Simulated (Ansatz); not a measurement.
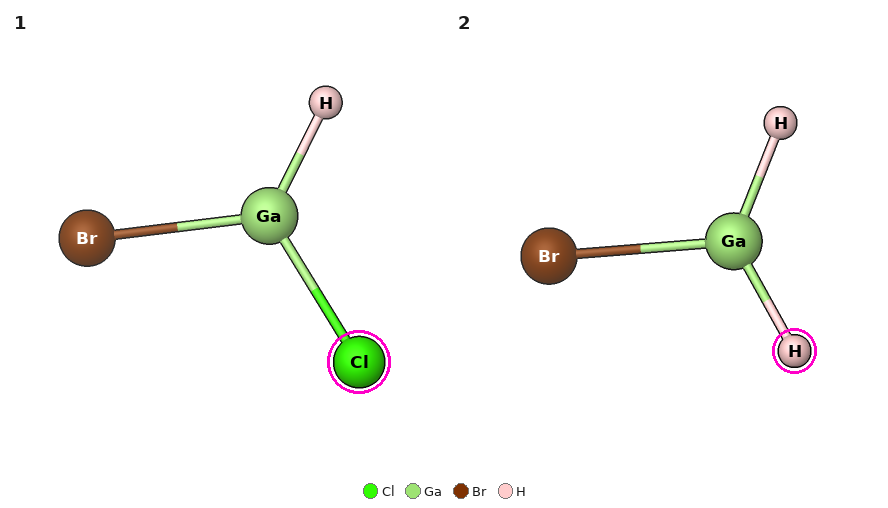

2 molecules with one skeleton, seen from the same side and at one scale; the atom that differs is circled. Each species is neutral and a spin singlet. Computed geometries: PBE0-D4/def2-TZVP optimisations, one conformation each. Properties computed with Ansatz 0.2.0.

One atom differs, called X below: Cl in panel 1, H in panel 2. Their formulas are BrClGaH (`[Cl][GaH][Br]`), BrGaH2 (`[GaH2][Br]`).

Question: In which is the HOMO energy (Kohn–Sham orbital) higher (PBE-D4/def2-TZVPP)?

Answer: In panel 2 (X = H).

Question: In which is the length of X–Ga larger (PBE0-D4/def2-TZVP)?

Answer: In panel 1 (X = Cl).

Give the values. With PBE0-D4/def2-TZVP: length of X–Ga (Å), angle X–Ga–H (°). With PBE-D4/def2-TZVPP: dipole moment (D), HOMO energy (Kohn–Sham orbital) (eV), HOMO–LUMO gap (eV).

```csv
quantity,1 (Cl),2 (H),2 − 1
length of X–Ga (Å),2.130,1.557,−0.573
angle X–Ga–H (°),121.7,129.2,+7.5
dipole moment (D),1.45,1.68,+0.23
HOMO energy (Kohn–Sham orbital) (eV),−7.35,−6.82,+0.53
HOMO–LUMO gap (eV),4.78,4.13,−0.65
```
